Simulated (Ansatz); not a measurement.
C₃H₁₀GeOSi (SMILES C=[CH][GeH2][O][SiH2]C)

Input file:

```
crystal:
  periodic: [false, false, false]
  atoms:
    - {symbol: C, position_ang: [-1.944961, -1.314534, 1.382275]}
    - {symbol: C, position_ang: [-1.317834, -1.567572, 0.217665]}
    - {symbol: C, position_ang: [1.115072, 1.348832, -0.304930]}
    - {symbol: Ge, position_ang: [-2.014846, -0.931842, -1.489295]}
    - {symbol: O, position_ang: [-0.871162, 0.267891, -2.201274]}
    - {symbol: Si, position_ang: [-0.248133, 1.690649, -1.558375]}
    - {symbol: H, position_ang: [-1.550098, -1.666750, 2.351595]}
    - {symbol: H, position_ang: [-2.888002, -0.740881, 1.423003]}
    - {symbol: H, position_ang: [-0.373510, -2.141760, 0.222021]}
    - {symbol: H, position_ang: [-3.383535, -0.237643, -1.234804]}
    - {symbol: H, position_ang: [-2.101979, -2.049455, -2.557475]}
    - {symbol: H, position_ang: [0.297996, 2.484387, -2.713587]}
    - {symbol: H, position_ang: [-1.347451, 2.490383, -0.896186]}
    - {symbol: H, position_ang: [1.555561, 2.299341, 0.061822]}
    - {symbol: H, position_ang: [0.717468, 0.791767, 0.567718]}
    - {symbol: H, position_ang: [1.926293, 0.746046, -0.761465]}
basis:
  gaussian: {orbitals: def2-SVPD}
hamiltonian: {xc: {name: PBE0}}
output: {forces: true, orbitals: {seedname: orbitals}}
```

Command:

```sh
ansatz run input.yaml --threads 4 --pin off --max-ram 7830MiB --events-out events.jsonl --progress --plain --runs-dir runs
```

Geometry: PBE-D3(BJ)/def2-SVP.

Level of theory: Ansatz 0.2.0, isolated molecule in a Gaussian basis; Kohn-Sham density functional theory, functional PBE0.

### What can the converged electron density and electron localisation function tell about the bonding?

C–C (1.35 Å): the density is about 2.2 e/Å³ at the midpoint; the ELF peaks at about 0.95 between the atoms, as expected for a covalent bond.
C–Ge (1.95 Å): ρ at the midpoint is about 0.89 e/Å³; the ELF peaks at about 0.95 in the valence shell of C, 0.7 Å from its nucleus, and is about 0.70 at the midpoint.
C–H (1.10 Å): the density is about 1.9 e/Å³ at the midpoint; the ELF climbs to about 1 towards the hydrogen, as it does in any bond to H (a covalent bond by its length).

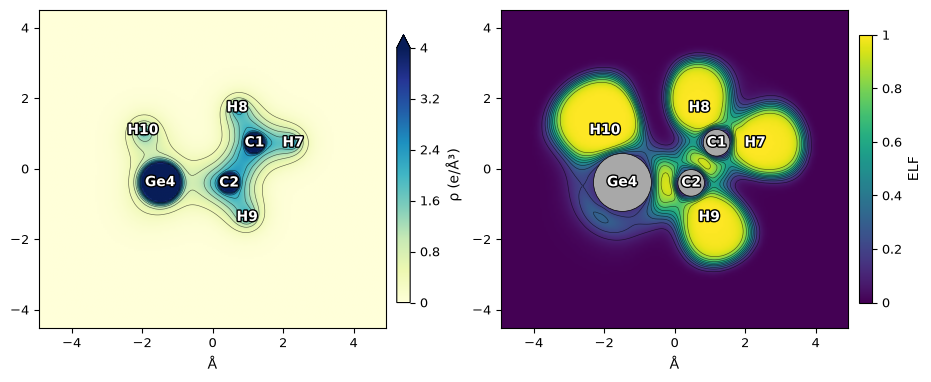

Computed electron density and electron localisation function on the plane of atoms Ge4, C2 and H9, in this order. Grey discs cover the atomic cores in the ELF map. 
